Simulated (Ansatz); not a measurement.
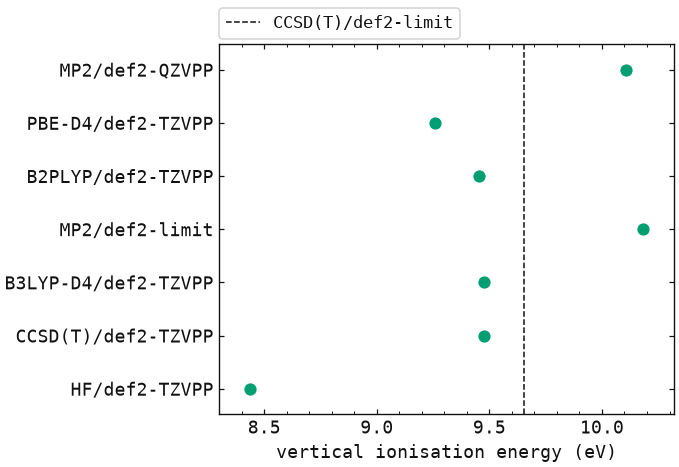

Vertical ionisation energy of C₃H₄O, SMILES O=C1CC1, taken as the energy of the cation less that of the neutral at fixed geometry (unrestricted doublet cation, cores frozen in correlated methods, no spin-orbit coupling), the Ansatz code, at a PBE0-D4/def2-TZVP geometry (a minimum by its frequencies). Limit means an estimate of the basis limit from triple and quadruple zeta; for coupled cluster it is either extrapolated directly or built as the MP2 limit plus the step from MP2 in triple zeta. B2PLYP/def2-TZVPP holds a correlation term that converges slowly with the basis, so part of the distance to the limit is basis error. The distance of MP2/def2-QZVPP and CCSD(T)/def2-TZVPP to the limit includes basis error.

> Which level comes closest to the line (CCSD(T)/def2-limit), and which misses most?

Closest CCSD(T)/def2-TZVPP (9.48 eV) and B3LYP-D4/def2-TZVPP (9.48 eV), against 9.65 eV; farthest HF/def2-TZVPP (8.44 eV).

> Give the values.

| level | eV | less CCSD(T)/def2-limit |
| --- | --- | --- |
| MP2/def2-QZVPP | 10.11 | 0.46 |
| PBE-D4/def2-TZVPP | 9.26 | −0.39 |
| B2PLYP/def2-TZVPP | 9.45 | −0.20 |
| MP2/def2-limit | 10.18 | 0.53 |
| B3LYP-D4/def2-TZVPP | 9.48 | −0.18 |
| CCSD(T)/def2-TZVPP | 9.48 | −0.18 |
| HF/def2-TZVPP | 8.44 | −1.21 |
| CCSD(T)/def2-limit | 9.65 | 0.00 |
